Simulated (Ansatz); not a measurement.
## Two runs on InOF₂

System: InOF₂, multiplicity 2.
Method of run A: UHF-CCSD(T), frozen core/def2-TZVPP (Ansatz 0.2.0).

The geometry comes from this level: PBE0-D4/def2-TZVP. Text and figures count atoms from 1; the logs count them from 0 in places.

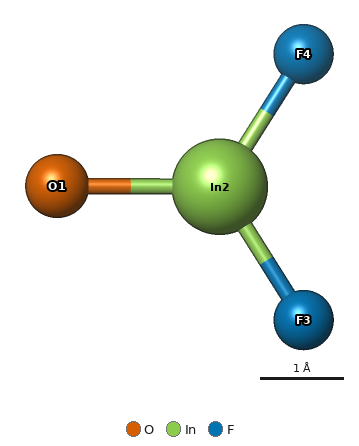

Figure 1. The structure as given in the input (ball-and-stick view, seen on its broad side; atoms are numbered from 1 in the order of the input). Sticks mark near contacts.

Input file, run A:
```yaml
crystal:
  periodic: [false, false, false]
  atoms:
    - {symbol: O, position_ang: [-1.032013, -0.029587, 1.698338]}
    - {symbol: In, position_ang: [0.005545, -0.015223, 0.008471]}
    - {symbol: F, position_ang: [1.457478, -1.236515, -0.311344]}
    - {symbol: F, position_ang: [-0.375510, 1.221025, -1.415764]}
basis:
  gaussian: {orbitals: def2-TZVPP}
magnetization: {spin_polarized: true, initial_magnetization: 1}
correlation: {method: ccsd_t}
scf: {omitted_lower_state_checks: [cluster_reference]}
```

Hardware: 4 CPU threads, shared host.

Output (run A):
```
Functional definition: HF
  exchange = exact_x
  correlation = 0
these checks for a lower state are left out or cut short: cluster_reference
1101 factors; integrals over basis functions are off by at most 9.0e-4 eV
mean field evaluation 1: about -12597.4900 eV, gradient 3.3e1 eV
mean field evaluation 2: about -12597.4939 eV, gradient 3.3e1 eV
mean field evaluation 4: about -12601.1744 eV, gradient 1.9e0 eV
mean field evaluation 8: about -12601.2108 eV, gradient 2.5e-1 eV
mean field evaluation 16: about -12601.2143 eV, gradient 2.1e-6 eV
mean field evaluation 32: about -12601.0570 eV, gradient 3.2e0 eV
mean field -12601.21425754 eV, -463.0860825547 hartree, gradient 2.1e-6 eV, S^2 0.764599; 7 other end points of the search recorded, 0 dependent functions left out
7 core orbitals not correlated: weight in the atoms' cores, before any rotation towards them, 1.000 or more for the frozen orbitals, at most 0.000 for the correlated occupied ones
reference -12601.21425754 eV, -463.0860825547 hartree; 17, 16 occupied and 119, 120 virtual orbitals, 1101 factors
second order -26.14455924 eV of doubles, -0.00000000 eV of singles
cycle   1  -25.43138171 eV  change    7.1e-1 eV  update   1.4e-1
cycle   2  -26.01466126 eV  change   -5.8e-1 eV  update   4.6e-2
cycle   3  -26.17816466 eV  change   -1.6e-1 eV  update   2.7e-2
cycle   4  -26.17744075 eV  change    7.2e-4 eV  update   8.7e-3
cycle   5  -26.16762022 eV  change    9.8e-3 eV  update   3.8e-3
cycle   6  -26.16981883 eV  change   -2.2e-3 eV  update   1.9e-3
cycle   7  -26.17143100 eV  change   -1.6e-3 eV  update   9.4e-4
cycle   8  -26.17149844 eV  change   -6.7e-5 eV  update   4.1e-4
cycle   9  -26.17161087 eV  change   -1.1e-4 eV  update   1.7e-4
cycle  10  -26.17169917 eV  change   -8.8e-5 eV  update   6.0e-5
cycle  11  -26.17161713 eV  change    8.2e-5 eV  update   2.9e-5
cycle  12  -26.17164273 eV  change   -2.6e-5 eV  update   1.7e-5
perturbative correction -0.81366008 eV, -0.0299014564 hartree
Total energy: -12628.19956035 eV, -464.0777741418 hartree
Checks for a lower state left out: cluster_reference
```

The input of run B differs as follows (lines with − go, lines with + come):
```diff
-    - {symbol: O, position_ang: [-1.032013, -0.029587, 1.698338]}
+    - {symbol: O, position_ang: [-1.326272, 0.433990, 1.407348]}
```

How does run B compare with run A?

With the same method and basis, run B lies 2.0 kcal/mol higher.

Output (run B):
```
Functional definition: HF
  exchange = exact_x
  correlation = 0
these checks for a lower state are left out or cut short: cluster_reference
1101 factors; integrals over basis functions are off by at most 9.0e-4 eV
mean field evaluation 1: about -12597.3499 eV, gradient 3.4e1 eV
mean field evaluation 2: about -12597.3540 eV, gradient 3.4e1 eV
mean field evaluation 4: about -12601.0608 eV, gradient 1.9e0 eV
mean field evaluation 8: about -12601.0985 eV, gradient 2.6e-1 eV
mean field evaluation 16: about -12601.1020 eV, gradient 2.8e-6 eV
mean field evaluation 32: about -12600.7731 eV, gradient 4.3e0 eV
mean field -12601.10197612 eV, -463.0819562887 hartree, gradient 2.8e-6 eV, S^2 0.766075; 4 other end points of the search recorded, 0 dependent functions left out
7 core orbitals not correlated: weight in the atoms' cores, before any rotation towards them, 1.000 or more for the frozen orbitals, at most 0.000 for the correlated occupied ones
reference -12601.10197612 eV, -463.0819562887 hartree; 17, 16 occupied and 119, 120 virtual orbitals, 1101 factors
second order -26.16588989 eV of doubles, -0.00000000 eV of singles
cycle   1  -25.44453082 eV  change    7.2e-1 eV  update   1.4e-1
cycle   2  -26.03145932 eV  change   -5.9e-1 eV  update   4.7e-2
cycle   3  -26.19685965 eV  change   -1.7e-1 eV  update   2.7e-2
cycle   4  -26.19608082 eV  change    7.8e-4 eV  update   9.0e-3
cycle   5  -26.18608877 eV  change    1.0e-2 eV  update   4.0e-3
cycle   6  -26.18850050 eV  change   -2.4e-3 eV  update   2.1e-3
cycle   7  -26.19028018 eV  change   -1.8e-3 eV  update   1.1e-3
cycle   8  -26.19038816 eV  change   -1.1e-4 eV  update   6.2e-4
cycle   9  -26.19051827 eV  change   -1.3e-4 eV  update   4.1e-4
cycle  10  -26.19061780 eV  change   -1.0e-4 eV  update   3.2e-4
cycle  11  -26.19027670 eV  change    3.4e-4 eV  update   2.5e-4
cycle  12  -26.19051620 eV  change   -2.4e-4 eV  update   1.7e-4
cycle  13  -26.19044426 eV  change    7.2e-5 eV  update   7.9e-5
cycle  14  -26.19050627 eV  change   -6.2e-5 eV  update   4.4e-5
cycle  15  -26.19056215 eV  change   -5.6e-5 eV  update   2.0e-5
cycle  16  -26.19055540 eV  change    6.8e-6 eV  update   9.8e-6
perturbative correction -0.81864381 eV, -0.0300846050 hartree
Total energy: -12628.11117532 eV, -464.0745260519 hartree
Checks for a lower state left out: cluster_reference
```

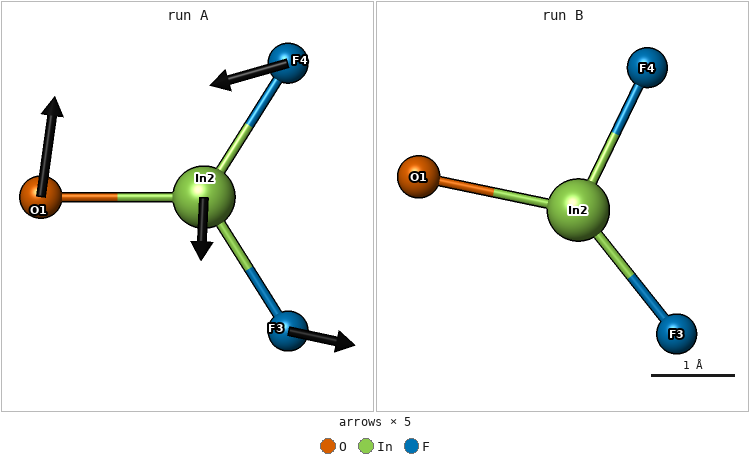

Figure 2. The two input geometries at one scale (ball-and-stick view, seen on its broad side). The black arrows on the first give the shifts of the atoms after the best rigid fit, magnified 5 times. O1 moves most after the best rigid fit: 0.25 Å. Largest moves by element: O 0.25 Å, F 0.20 Å, In 0.16 Å.

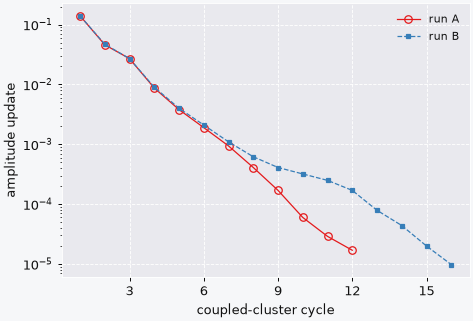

Figure 3. Convergence of the two runs: amplitude update against the coupled-cluster cycle. Run A takes 12 cycles in all, and run B takes 16.

The two runs side by side:

```tsv
quantity	run A	run B
outcome	converged	converged
total energy (hartree)	−464.077774	−464.074526
⟨S²⟩	0.765	0.766
basis functions	143	143
wall time (shared host)	34 s	31 s
```
